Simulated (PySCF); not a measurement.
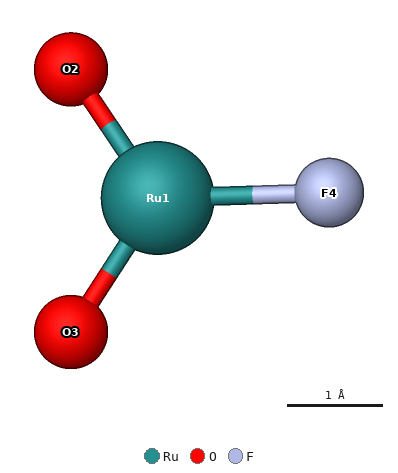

**Figure 1.** The input geometry (ball-and-stick view, seen at a tilt; atoms are numbered from 1 in the order of the input). Sticks mark near contacts.

# Frequency calculation of RuO2F

- system: RuO2F, multiplicity 4
- method: UKS-based PBE0, Ru def2-TZVP with ECP28, O def2-TZVP, F def2-TZVP; non-relativistic Hamiltonian with a scalar-relativistic core potential; density fitting (PySCF 2.14.0)

## The input
```python
from pyscf import gto, scf, dft
mol = gto.M(atom='''
Ru    -0.000000     0.000000    -0.034182
O      1.397361     0.000000    -0.966676
O     -1.397361     0.000000    -0.966676
F      0.000000     0.000000     1.811268''',
    basis={'Ru': 'def2-TZVP', 'O': 'def2-TZVP', 'F': 'def2-TZVP'},
    ecp={'Ru': 'def2-TZVP'},
    charge=0, spin=3)
mf = dft.UKS(mol, xc='PBE0')
mf.grids.atom_grid = (75, 302)
aux = {'Ru': 'def2-universal-JKFIT', 'O': 'def2-universal-JKFIT', 'F': 'def2-universal-JKFIT'}
mf = mf.density_fit(auxbasis=aux)
mf.conv_tol = 1e-09
mf.diis_space = 10
mf.max_cycle = 60
mf.verbose = 4
mf.kernel()
```

The script is an equivalent of the set-up of the self-consistent field. The run itself was carried out by a driver, which started from the orbitals of the step before it where there was one and computed the further properties.

Machine: 4 threads of Arm Neoverse V1, 24 GiB of memory available, shared host.

Launch command:
```bash
OMP_NUM_THREADS=4 python axn.py task.json out
```

## What the program printed
```
init E= -345.007567715181
  alpha nocc = 22  HOMO = -0.304578214291542  LUMO = -0.089948386507178
  beta  nocc = 19  HOMO = -0.36451094059948  LUMO = -0.184994571415725
  HOMO = -0.304578214292  LUMO = -0.184994571416  gap/eV = 3.25404
cycle= 1 E= -345.007567714383  delta_E= 7.98e-10  |g|= 4.77e-05  |ddm|= 2.81e-05
  alpha nocc = 22  HOMO = -0.304576681039261  LUMO = -0.0899441567461814
  beta  nocc = 19  HOMO = -0.364516305702526  LUMO = -0.184988175444603
  HOMO = -0.304576681039  LUMO = -0.184988175445  gap/eV = 3.25417
cycle= 2 E= -345.007567702954  delta_E= 1.14e-08  |g|= 0.00018  |ddm|= 0.000106
  alpha nocc = 22  HOMO = -0.3045778460219  LUMO = -0.089947426114648
  beta  nocc = 19  HOMO = -0.364511885971709  LUMO = -0.184993190628583
  HOMO = -0.304577846022  LUMO = -0.184993190629  gap/eV = 3.25406
cycle= 3 E= -345.007567715244  delta_E= -1.23e-08  |g|= 2.15e-06  |ddm|= 8.34e-05
  alpha nocc = 22  HOMO = -0.304577831830844  LUMO = -0.089947380812653
  beta  nocc = 19  HOMO = -0.364511977064428  LUMO = -0.18499308937597
  HOMO = -0.304577831831  LUMO = -0.184993089376  gap/eV = 3.25407
cycle= 4 E= -345.007567715246  delta_E= -1.71e-12  |g|= 4.56e-07  |ddm|= 9.95e-07
  alpha nocc = 22  HOMO = -0.304577899066398  LUMO = -0.0899474609275117
  beta  nocc = 19  HOMO = -0.364511982323388  LUMO = -0.184993133800965
  HOMO = -0.304577899066  LUMO = -0.184993133801  gap/eV = 3.25407
Extra cycle  E= -345.007567715245  delta_E= 2.27e-13  |g|= 1.35e-06  |ddm|= 9.46e-07
converged SCF energy = -345.007567715245  <S^2> = 3.7608021  2S+1 = 4.0053974
```

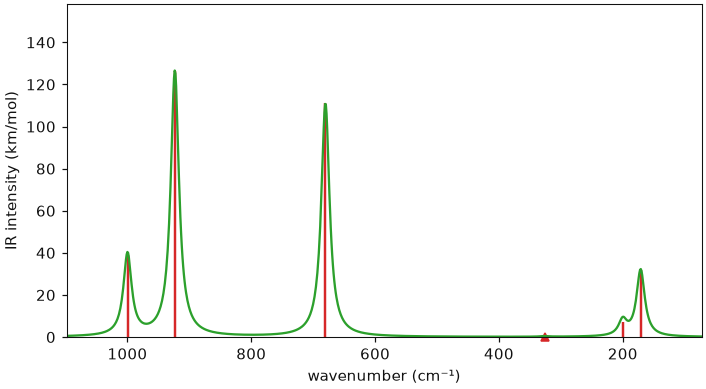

**Figure 2.** Harmonic infrared spectrum, unscaled: sticks (degenerate modes added up, dark ones marked on the axis) with a Lorentzian envelope of 16 cm⁻¹ full width, scaled to the tallest stick. 6 modes from 171 to 1000 cm⁻¹, none imaginary. The strongest line is at 923 cm⁻¹ (127 km/mol). All modes, in cm⁻¹ (km/mol): 171 (32), 200 (7.3), 326 (0.3), 680 (111), 923 (127), 1000 (39).

## Results in brief

- outcome: converged
- total energy: −345.007568 hartree
- ⟨S²⟩: 3.761
- zero-point energy: 0.007519 hartree
- dipole moment: 0.38 D
- wavenumbers, lowest and highest: 171 and 1000 cm⁻¹
- wall time: 64 s (CPU time 3.6 min)
- peak memory: 1.4 GiB
